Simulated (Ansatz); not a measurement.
Starting cell, CsPbCl₃ (cubic perovskite):

```
CsPbCl3
1.0
    5.67354     0.00000     0.00000
    0.00000     5.67354     0.00000
    0.00000     0.00000     5.67354
Cs Pb Cl
1 1 3
Cartesian
  0.00000   0.00000   0.00000
  2.83677   2.83677   2.83677
  0.00000   2.83677   2.83677
  2.83677   2.83677   0.00000
  2.83677   0.00000   2.83677
```

In each cell atom 1 (Cs, nearest neighbour Cl at 4.012 Å; its periodic images, 5.7 Å or more away, move with it) moves by s·(-0.707, -0.707, 0.000) (towards the nearest neighbour), the rest being held.

Calculation: r2SCAN (plane waves to 500 eV, PAW, scalar-relativistic; Ansatz, a first-principles code). k mesh 5×5×5 (Γ-centred), Fermi-Dirac smearing 0.05 eV. Energies are smeared free energies. CsPbCl3 was relaxed with its symmetry unable to fall. Spin-orbit coupling is left out, though Pb is heavy. The PAW data are Ansatz's earlier set. This is a high-temperature form of CsPbCl3. The zero of ΔE is the undisplaced structure.

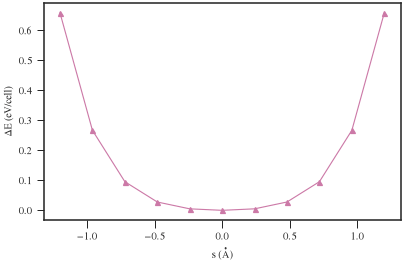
ΔE (eV/cell) against s (Å); computed points joined by lines.

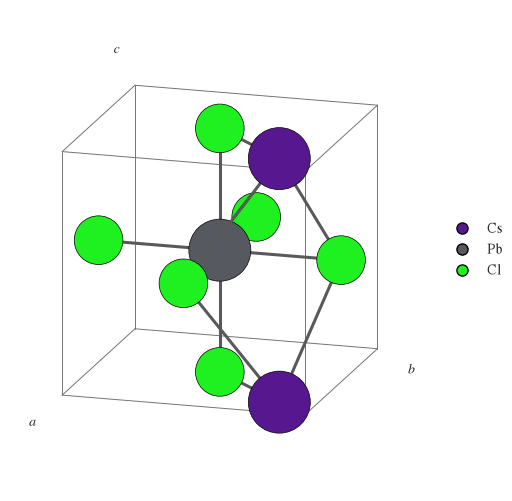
Figure. The cell of the calculation at s = 1.200 Å.

The energy at s = 1.200 Å comes out as 659 meV/cell and the force along the line at s = -1.200 Å is 2.35 eV/Å. Symmetry of the curve: even: the same for both signs. Shape of the curve: a single well with its minimum at or next to zero displacement.

With its periodic images moving along, the atom's site symmetry in this cell is m-3m.

(A displaced cell: forces are minus the slopes of the energy, force constants its curvatures, and phonons follow from these.)
